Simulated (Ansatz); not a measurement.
# CHAlO (singlet): trial inputs and their diagnosis at a displaced geometry (v2)

4 inputs are run for CHAlO (singlet) as typed; the log has to tell whether the result can be used and what must change.

Computed with Ansatz 0.2.0, Gaussian basis. Level: the settings change from run to run.

12 further runs of the same task are left out: 4 that didn't finish, 8 set aside as unsound or not needed.

## Step 1: The system

The geometry is a PBE0/def2-TZVP stationary point (not a proven minimum) with its atoms shifted at random (size 0.100 Å).

4 atoms, charge 0, spin multiplicity 1.

Atoms are counted from 1 here; the program's logs count them from 0.

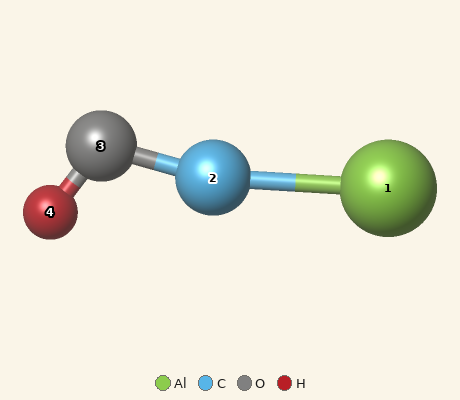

The structure; aluminium green, carbon blue, oxygen grey, hydrogen red; atoms are numbered from 1 in the order of the file.

## Step 2: Attempt 1

File in.yaml:

```yaml
crystal:
  periodic: [false, false, false]
  atoms:
    - {symbol: Al, position_ang: [0.054647, -0.136894, 2.189720]}
    - {symbol: C, position_ang: [0.046926, -0.068792, 0.267787]}
    - {symbol: O, position_ang: [-0.050043, -0.288053, -0.985988]}
    - {symbol: H, position_ang: [-0.051530, 0.493739, -1.471519]}
basis:
  gaussian: {orbitals: def2-SVPD}
magnetization: {spin_polarized: false}
correlation: {method: ccsdtqp, electrons: valence}
output: {forces: true}
```

The run is started by

```console
ansatz run in.yaml --threads 1 --pin off --events-out ev --progress --plain --max-ram 2393MiB
```

The log of the run:

```text
Error: YAML parse error: error: line 11 column 23: unknown variant `ccsdtqp`, expected one of mp2, rpa, ccsd, ccsd_t, bccd, bccd_t, ccsdt, ccsdt_q, ccsdt_q_b, ccsdtq, fci, sc_nevpt2, fic_nevpt4_sd, fic_mrcisd_q, fic_mrcisd_q_relaxed
  --> <input>:11:23
   |
 9 |   gaussian: {orbitals: def2-SVPD}
10 | magnetization: {spin_polarized: false}
11 | correlation: {method: ccsdtqp, electrons: valence}
   |                       ^ unknown variant `ccsdtqp`, expected one of mp2, rpa, ccsd, ccsd_t, bccd, bccd_t, ccsdt, ccsdt_q, ccsdt_q_b, ccsdtq, fci, sc_nevpt2, fic_nevpt4_sd, fic_mrcisd_q, fic_mrcisd_q_relaxed
12 | output: {forces: true}
   |
```

Run time: 0.03 s. Hardware: 1 thread of Arm Neoverse V2, shared host.

**Diagnosis.** The run was refused. The method's name isn't one that the program knows. Fix: name one from the list in the message.

## Step 3: Attempt 2

File in.yaml:

```yaml
crystal:
  periodic: [false, false, false]
  atoms:
    - {symbol: Al, position_ang: [0.054647, -0.136894, 2.189720]}
    - {symbol: C, position_ang: [0.046926, -0.068792, 0.267787]}
    - {symbol: O, position_ang: [-0.050043, -0.288053, -0.985988]}
    - {symbol: H, position_ang: [-0.051530, 0.493739, -1.471519]}
basis:
  gaussian: {orbitals: cc-pVDZ}
correlation: {active_space: {window: {electrons: 2, orbitals: 2}, states: [{multiplicity: 1, irrep: E1u, weights: [1]}]}}
```

Same command.

The log of the run:

```text
Functional definition: HF
  name "HF"
  cite "Fock, Z. Phys. 61, 126 (1930) doi:10.1007/BF01340294"
  parent pbe
  exchange = exact_x
  correlation = 0
927 factors; integrals over basis functions are off by at most 1.8e-7 eV
mean field evaluation 1: about -9661.4948 eV, gradient 2.0e1 eV
mean field evaluation 2: about -9661.4980 eV, gradient 2.0e1 eV
mean field evaluation 4: about -9662.5973 eV, gradient 3.0e0 eV
mean field evaluation 8: about -9662.6389 eV, gradient 1.4e-1 eV
mean field evaluation 16: about -9661.9598 eV, gradient 4.8e0 eV
mean field evaluation 32: about -9662.1693 eV, gradient 7.0e0 eV
mean field -9662.63938491 eV, -355.0954478233 hartree, gradient 7.4e-6 eV, S^2 0.000000; 5 other end points of the search recorded, 0 dependent functions left out
reference -9662.63938491 eV, -355.0954478233 hartree; 14, 14 occupied and 37, 37 virtual orbitals, 927 factors
Error: the irrep E1u is not accepted for these orbitals, which take A, or 1 to 1
```

It took 0.57 s on 1 thread of Arm Neoverse V2, shared host.

What is wrong: The run stopped with an error. The symmetry label isn't in the molecule's group. Cure: name an irrep that the log lists.

## Step 4: Attempt 3

File in.yaml:

```yaml
crystal:
  periodic: [false, false, false]
  atoms:
    - {symbol: Al, position_ang: [0.054647, -0.136894, 2.189720]}
    - {symbol: C, position_ang: [0.046926, -0.068792, 0.267787]}
    - {symbol: O, position_ang: [-0.050043, -0.288053, -0.985988]}
    - {symbol: H, position_ang: [-0.051530, 0.493739, -1.471519]}
basis:
  gaussian: {orbitals: "6-31G*"}
magnetization: {spin_polarized: false}
correlation: {method: ccsd_t, frozen_orbitals: {Al: 0}}
```

The command is unchanged.

The log of the run:

```text
Functional definition: HF
  name "HF"
  cite "Fock, Z. Phys. 61, 126 (1930) doi:10.1007/BF01340294"
  parent pbe
  exchange = exact_x
  correlation = 0
Error: "frozen_orbitals" has no count for C
```

Wall time 0.03 s (1 thread of Arm Neoverse V2, shared host).

Diagnosis: The run was refused. The frozen-orbital counts are incomplete or too large. To mend it, leave frozen_orbitals out, or give each element a count that its core has.

## Step 5: Attempt 4

File in.yaml:

```yaml
crystal:
  periodic: [false, false, false]
  atoms:
    - {symbol: Al, position_ang: [0.054647, -0.136894, 2.189720]}
    - {symbol: C, position_ang: [0.046926, -0.068792, 0.267787]}
    - {symbol: O, position_ang: [-0.050043, -0.288053, -0.985988]}
    - {symbol: H, position_ang: [-0.051530, 0.493739, -1.471519]}
basis:
  gaussian: {orbitals: cc-pVDZ}
correlation: {method: sc_nevpt2, electrons: all, active_space: {window: {electrons: 2, orbitals: 2}, states: [{multiplicity: 1, irrep: T2g, weights: [1]}]}}
```

Same command.

The log of the run:

```text
Functional definition: HF
  name "HF"
  cite "Fock, Z. Phys. 61, 126 (1930) doi:10.1007/BF01340294"
  parent pbe
  exchange = exact_x
  correlation = 0
927 factors; integrals over basis functions are off by at most 1.8e-7 eV
mean field evaluation 1: about -9661.4948 eV, gradient 2.0e1 eV
mean field evaluation 2: about -9661.4980 eV, gradient 2.0e1 eV
mean field evaluation 4: about -9662.5973 eV, gradient 3.0e0 eV
mean field evaluation 8: about -9662.6389 eV, gradient 1.4e-1 eV
mean field evaluation 16: about -9661.9598 eV, gradient 4.8e0 eV
mean field evaluation 32: about -9662.1693 eV, gradient 7.0e0 eV
mean field -9662.63938491 eV, -355.0954478233 hartree, gradient 7.4e-6 eV, S^2 0.000000; 5 other end points of the search recorded, 0 dependent functions left out; unrestricted orbitals would lower it
reference -9662.63938491 eV, -355.0954478233 hartree; 14, 14 occupied and 37, 37 virtual orbitals, 927 factors
Error: the irrep T2g is not accepted for these orbitals, which take A, or 1 to 1
```

Wall time 0.6 s (1 thread of Arm Neoverse V2, shared host).

Diagnosis: The run stopped with an error. The symmetry label isn't in the molecule's group. To mend it, name an irrep that the log lists.

## Step 6: How the runs ended

```
attempt                  level                ended                                                  cause    time
      1    'ccsdtqp'/def2-SVPD              refused     the method's name isn't one that the program knows  0.03 s
      2    CASSCF(2,2)/cc-pVDZ  stopped by an error       the symmetry label isn't in the molecule's group  0.57 s
      3  CCSD(T) on RHF/6-31G*              refused  the frozen-orbital counts are incomplete or too large  0.03 s
      4    NEVPT2(2,2)/cc-pVDZ  stopped by an error       the symmetry label isn't in the molecule's group   0.6 s
```

2 refused, 2 stopped by an error.
